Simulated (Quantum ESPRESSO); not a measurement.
# LaCrGe3: parallel and opposed starts

Does LaCrGe3 prefer parallel or opposed moments?

Calculated with Quantum ESPRESSO 7.5; PBEsol; plane waves with GBRV 1.5 PBEsol potentials, no spin-orbit coupling.

## (1) The structure

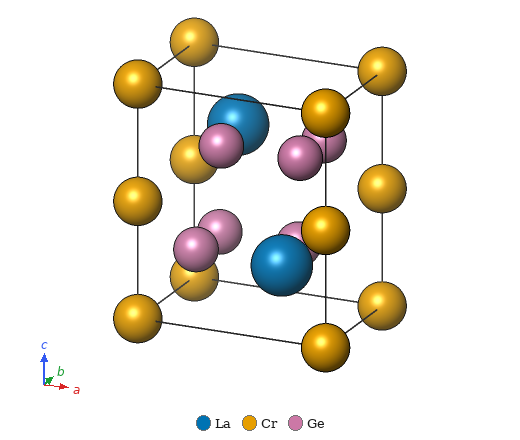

The cell as given, slightly off an axis (lanthanum blue, chromium orange, germanium pink). Some periodic images of atoms are drawn too.

Coordinates:

```cif
data_structure
_symmetry_space_group_name_H-M 'P 1'
_symmetry_Int_Tables_number 1
_cell_length_a 6.2004
_cell_length_b 6.2004
_cell_length_c 5.7660
_cell_angle_alpha 90.000
_cell_angle_beta 90.000
_cell_angle_gamma 120.000
_cell_volume 191.98
loop_
_atom_site_label
_atom_site_type_symbol
_atom_site_fract_x
_atom_site_fract_y
_atom_site_fract_z
_atom_site_occupancy
La1 La 0.33333 0.66667 0.75000 1
La2 La 0.66667 0.33333 0.25000 1
Cr3 Cr 0.00000 0.00000 0.00000 1
Cr4 Cr 0.00000 0.00000 0.50000 1
Ge5 Ge 0.19335 0.38670 0.25000 1
Ge6 Ge 0.80665 0.19335 0.75000 1
Ge7 Ge 0.61330 0.80665 0.25000 1
Ge8 Ge 0.80665 0.61330 0.75000 1
Ge9 Ge 0.19335 0.80665 0.25000 1
Ge10 Ge 0.38670 0.19335 0.75000 1
```

The cell comes from the Crystallography Open Database.

## (2) Start 1: ferro ++

The signs are those of the starting moments on the seeded atoms, the atoms that are given a moment.

pw.in

```
&CONTROL
  calculation = 'scf'
  prefix = 'pwscf'
  outdir = './tmp'
  pseudo_dir = './pseudo'
  disk_io = 'nowf'
/
&SYSTEM
  ibrav = 0
  celldm(1) = 8
  nat = 10
  ntyp = 3
  ecutwfc = 40
  ecutrho = 280
  nbnd = 86
  occupations = 'smearing'
  smearing = 'fd'
  degauss = 0.00367493
  nspin = 2
  starting_magnetization(1) = 0
  starting_magnetization(2) = 0.1786
  starting_magnetization(3) = 0
/
&ELECTRONS
  conv_thr = 2d-08
  electron_maxstep = 150
  mixing_beta = 0.3
/
ATOMIC_SPECIES
La    138.9055 la_pbesol_v1.uspp.F.UPF
Cr     51.9961 cr_pbesol_v1.5.uspp.F.UPF
Ge     72.6300 ge_pbesol_v1.4.uspp.F.UPF
CELL_PARAMETERS alat
   1.4646322328912    0.0000000000000    0.0000000000000
  -0.7323161164456    1.2684087208794    0.0000000000000
   0.0000000000000    0.0000000000000    1.3620201043240
ATOMIC_POSITIONS crystal
La      0.3333333333    0.6666666667    0.7500000000
La      0.6666666667    0.3333333333    0.2500000000
Cr      0.0000000000    0.0000000000    0.0000000000
Cr      0.0000000000    0.0000000000    0.5000000000
Ge      0.1933500000    0.3867000000    0.2500000000
Ge      0.8066500000    0.1933500000    0.7500000000
Ge      0.6133000000    0.8066500000    0.2500000000
Ge      0.8066500000    0.6133000000    0.7500000000
Ge      0.1933500000    0.8066500000    0.2500000000
Ge      0.3867000000    0.1933500000    0.7500000000
K_POINTS automatic
6 6 6 0 0 0
```

Run with:

```
OMP_NUM_THREADS=1 mpirun -n 4 pw.x -nk 4 -in pw.in > pw.out
```

The log of the run:

```text
Program PWSCF v.7.5 starts

     Message from routine setup:
     using ibrav=0 with symmetry is DISCOURAGED, use correct ibrav instead

     K-points division:     npool     =       4
     Subspace diagonalization in iterative solution of the eigenvalue problem:

     G-vector sticks info
     --------------------
     sticks:   dense  smooth     PW     G-vecs:    dense   smooth      PW
     Sum        2653    1519    433               102491    44245    6863

     Using Slab Decomposition

     bravais-lattice index     =            0
     lattice parameter (alat)  =       8.0000  a.u.
     unit-cell volume          =    1295.5115 (a.u.)^3
     number of atoms/cell      =           10
     number of atomic types    =            3
     number of electrons       =       134.00
     number of Kohn-Sham states=           86
     kinetic-energy cutoff     =      40.0000  Ry
     charge density cutoff     =     280.0000  Ry
     scf convergence threshold =      2.0E-08
     mixing beta               =       0.3000
     number of iterations used =            8  plain     mixing
     Exchange-correlation= SLA  PW   PSX  PSC
                           (   1   4  10   8   0   0   0)

     celldm(1)=   8.000000  celldm(2)=   0.000000  celldm(3)=   0.000000
     celldm(4)=   0.000000  celldm(5)=   0.000000  celldm(6)=   0.000000

     crystal axes: (cart. coord. in units of alat)
               a(1) = (   1.464632   0.000000   0.000000 )
               a(2) = (  -0.732316   1.268409   0.000000 )
               a(3) = (   0.000000   0.000000   1.362020 )

     reciprocal axes: (cart. coord. in units 2 pi/alat)
               b(1) = (  0.682765  0.394195 -0.000000 )
               b(2) = (  0.000000  0.788389  0.000000 )
               b(3) = (  0.000000 -0.000000  0.734204 )

     PseudoPot. # 1 for La read from file:
     la_pbesol_v1.uspp.F.UPF
     Pseudo is Ultrasoft + core correction, Zval = 11.0
     Generated by new atomic code, or converted to UPF format
     Using radial grid of  995 points,  8 beta functions with:
                l(1) =   0
                l(2) =   0
                l(3) =   1
                l(4) =   1
                l(5) =   2
                l(6) =   2
                l(7) =   3
                l(8) =   3
     Q(r) pseudized with  8 coefficients,  rinner =    1.700   1.700   1.700
                                                       1.700   1.700   1.700
                                                       1.700

     PseudoPot. # 2 for Cr read from file:
     cr_pbesol_v1.5.uspp.F.UPF
     Pseudo is Ultrasoft + core correction, Zval = 14.0
     Generated by new atomic code, or converted to UPF format
     Using radial grid of  857 points,  6 beta functions with:
                l(1) =   0
                l(2) =   0
                l(3) =   1
                l(4) =   1
                l(5) =   2
                l(6) =   2
     Q(r) pseudized with  8 coefficients,  rinner =    0.950   0.950   0.950
                                                       0.950   0.950

     PseudoPot. # 3 for Ge read from file:
     ge_pbesol_v1.4.uspp.F.UPF
     Pseudo is Ultrasoft + core correction, Zval = 14.0
     Generated by new atomic code, or converted to UPF format
     Using radial grid of  873 points,  6 beta functions with:
                l(1) =   0
                l(2) =   0
                l(3) =   1
                l(4) =   1
                l(5) =   2
                l(6) =   2
     Q(r) pseudized with  8 coefficients,  rinner =    1.400   1.400   1.400
                                                       1.400   1.400

     atomic species   valence    mass     pseudopotential
     La               11.00   138.90550     La( 1.00)
     Cr               14.00    51.99610     Cr( 1.00)
     Ge               14.00    72.63000     Ge( 1.00)

     Starting magnetic structure
     atomic species   magnetization
     La              0.000
     Cr              0.179
     Ge              0.000

     24 Sym. Ops., with inversion, found (12 have fractional translation)

   Cartesian axes

     site n.     atom                  positions (alat units)
         1        La     tau(   1) = (  -0.0000000   0.8456058   1.0215151  )
         2        La     tau(   2) = (   0.7323161   0.4228029   0.3405050  )
         3        Cr     tau(   3) = (   0.0000000   0.0000000   0.0000000  )
         4        Cr     tau(   4) = (   0.0000000   0.0000000   0.6810101  )
         5        Ge     tau(   5) = (  -0.0000000   0.4904937   0.3405050  )
         6        Ge     tau(   6) = (   1.0398523   0.2452468   1.0215151  )
         7        Ge     tau(   7) = (   0.3075362   1.0231619   0.3405050  )
         8        Ge     tau(   8) = (   0.7323161   0.7779151   1.0215151  )
         9        Ge     tau(   9) = (  -0.3075362   1.0231619   0.3405050  )
        10        Ge     tau(  10) = (   0.4247800   0.2452468   1.0215151  )

     number of k points=    28  Fermi-Dirac smearing, width (Ry)=  0.0037
                       cart. coord. in units 2pi/alat
        k(    1) = (   0.0000000   0.0000000   0.0000000), wk =   0.0046296
        k(    2) = (   0.0000000   0.0000000   0.1223673), wk =   0.0092593
        k(    3) = (   0.0000000   0.0000000   0.2447345), wk =   0.0092593
        k(    4) = (   0.0000000   0.0000000  -0.3671018), wk =   0.0046296
        k(    5) = (   0.0000000   0.1313982   0.0000000), wk =   0.0277778
        [... 23 further k-points ...]

     Dense  grid:   102491 G-vectors     FFT dimensions: (  64,  64,  60)

     Smooth grid:    44245 G-vectors     FFT dimensions: (  48,  48,  48)

     Check: negative core charge=   -0.000002
     Generating pointlists ...
     new r_m :   0.3034 (alat units)  2.4269 (a.u.) for type    1
     new r_m :   0.2463 (alat units)  1.9704 (a.u.) for type    2
     new r_m :   0.2463 (alat units)  1.9704 (a.u.) for type    3

     Initial potential from superposition of free atoms

     starting charge     131.9363, renormalised to     134.0000

     negative rho (up, down):  7.792E-02 7.737E-02
     Starting wfcs are  114 randomized atomic wfcs

     Self-consistent Calculation

     iteration #  1     ecut=    40.00 Ry     beta= 0.30
     Davidson diagonalization with overlap
     ethr =  1.00E-02,  avg # of iterations =  2.0

     negative rho (up, down):  7.370E-02 7.398E-02

     total energy              =   -1827.86883193 Ry
     estimated scf accuracy    <      17.02042085 Ry

     total magnetization       =     2.18 Bohr mag/cell
     absolute magnetization    =     2.60 Bohr mag/cell

     iteration #  2     ecut=    40.00 Ry     beta= 0.30
     Davidson diagonalization with overlap
     ethr =  1.00E-02,  avg # of iterations =  5.6

     negative rho (up, down):  2.469E-02 2.514E-02

     total energy              =   -1832.58161183 Ry
     estimated scf accuracy    <      52.10490429 Ry

     total magnetization       =     0.12 Bohr mag/cell
     absolute magnetization    =     0.20 Bohr mag/cell

     iteration #  3     ecut=    40.00 Ry     beta= 0.30
     Davidson diagonalization with overlap
     ethr =  1.00E-02,  avg # of iterations =  5.6

     negative rho (up, down):  4.145E-02 4.170E-02

     total energy              =   -1834.14787283 Ry
     estimated scf accuracy    <      11.99751361 Ry

     total magnetization       =     0.93 Bohr mag/cell
     absolute magnetization    =     1.48 Bohr mag/cell

     [... further iterations left out ...]

     iteration # 18     ecut=    40.00 Ry     beta= 0.30
     Davidson diagonalization with overlap
     ethr =  1.46E-09,  avg # of iterations =  4.4

     negative rho (up, down):  5.067E-02 4.769E-02

     total energy              =   -1834.66602328 Ry
     estimated scf accuracy    <       0.00000177 Ry

     total magnetization       =     2.74 Bohr mag/cell
     absolute magnetization    =     4.14 Bohr mag/cell

     iteration # 19     ecut=    40.00 Ry     beta= 0.30
     Davidson diagonalization with overlap
     ethr =  1.32E-09,  avg # of iterations =  3.5

     negative rho (up, down):  5.068E-02 4.772E-02

     total energy              =   -1834.66602350 Ry
     estimated scf accuracy    <       0.00000112 Ry

     total magnetization       =     2.75 Bohr mag/cell
     absolute magnetization    =     4.14 Bohr mag/cell

     iteration # 20     ecut=    40.00 Ry     beta= 0.30
     Davidson diagonalization with overlap
     ethr =  8.33E-10,  avg # of iterations =  4.2

     negative rho (up, down):  5.068E-02 4.772E-02

     total energy              =   -1834.66602367 Ry
     estimated scf accuracy    <       0.00000004 Ry

     total magnetization       =     2.75 Bohr mag/cell
     absolute magnetization    =     4.15 Bohr mag/cell

     iteration # 21     ecut=    40.00 Ry     beta= 0.30
     Davidson diagonalization with overlap
     ethr =  2.86E-11,  avg # of iterations =  4.2

     negative rho (up, down):  5.068E-02 4.772E-02

     Magnetic moment per site  (integrated on atomic sphere of radius R)
     atom   1 (R=0.303)  charge=  8.3340  magn= -0.0596
     atom   2 (R=0.303)  charge=  8.3340  magn= -0.0596
     atom   3 (R=0.246)  charge= 12.2347  magn=  1.5620
     atom   4 (R=0.246)  charge= 12.2347  magn=  1.5620
     atom   5 (R=0.246)  charge= 12.0074  magn= -0.0388
     atom   6 (R=0.246)  charge= 12.0074  magn= -0.0388
     atom   7 (R=0.246)  charge= 12.0074  magn= -0.0388
     atom   8 (R=0.246)  charge= 12.0074  magn= -0.0388
     atom   9 (R=0.246)  charge= 12.0074  magn= -0.0388
     atom  10 (R=0.246)  charge= 12.0074  magn= -0.0388

     End of self-consistent calculation

     [... lines left out ...]
     the Fermi energy is    13.3169 ev

!    total energy              =   -1834.66602367 Ry
     estimated scf accuracy    <          8.9E-09 Ry
     smearing contrib. (-TS)   =      -0.00268906 Ry
     internal energy E=F+TS    =   -1834.66333461 Ry

     The total energy is F=E-TS. E is the sum of the following terms:
     one-electron contribution =    -940.32639770 Ry
     hartree contribution      =     583.62849281 Ry
     xc contribution           =    -488.62097716 Ry
     ewald contribution        =    -989.34445256 Ry

     total magnetization       =     2.75 Bohr mag/cell
     absolute magnetization    =     4.15 Bohr mag/cell

     convergence has been achieved in  21 iterations

=------------------------------------------------------------------------------=
   JOB DONE.
=------------------------------------------------------------------------------=
```

Wall time 14 min (4 MPI ranks of Intel Xeon at 2.50GHz (Skylake/Cascade Lake), shared host); peak memory 1.8 GiB; 50 min of CPU time.

Spin moment in the atom's sphere by atom:

```
atom  spin moment in the atom's sphere (μB)
 La1                                  -0.06
 La2                                  -0.06
 Cr3                                   1.56
 Cr4                                   1.56
 Ge5                                  -0.04
 Ge6                                  -0.04
 Ge7                                  -0.04
 Ge8                                  -0.04
 Ge9                                  -0.04
Ge10                                  -0.04
```

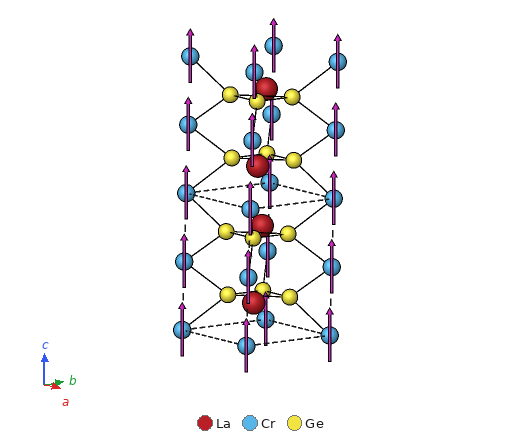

Spin moment in the atom's sphere as arrows, the longest 1.56 μB. Up and down stand for the sign. Arrows give size and sign along the axis of quantisation, drawn up and down the page. Bonds to atoms that aren't drawn are left out. 1×1×2 cells are drawn. Some periodic images of atoms are drawn too.

This step gave:

```
smearing term TS       : 0.03659 eV
magnetization          : 2.746 μB
absolute magnetization : 4.146 μB
final state            : ferromagnetic
```

(Continued in part 2 of 2.)

[Logs and program files are shortened in this print: banners, set-up blocks, solver, clock and traceback lines can be left out without a mark of their own.]

[Logs are printed without paths, hosts, clocks, repeated set-up lines and the standing remarks that a program may print on its own settings, such as how far it seeks lower states.]

[Hosts, paths, dates, database ids (printed as entryN), source tags and the programs' standing remarks are cut or masked in the printed files.]

[Where a cell is said to come from a database of computed structures, the database is the Materials Project.]
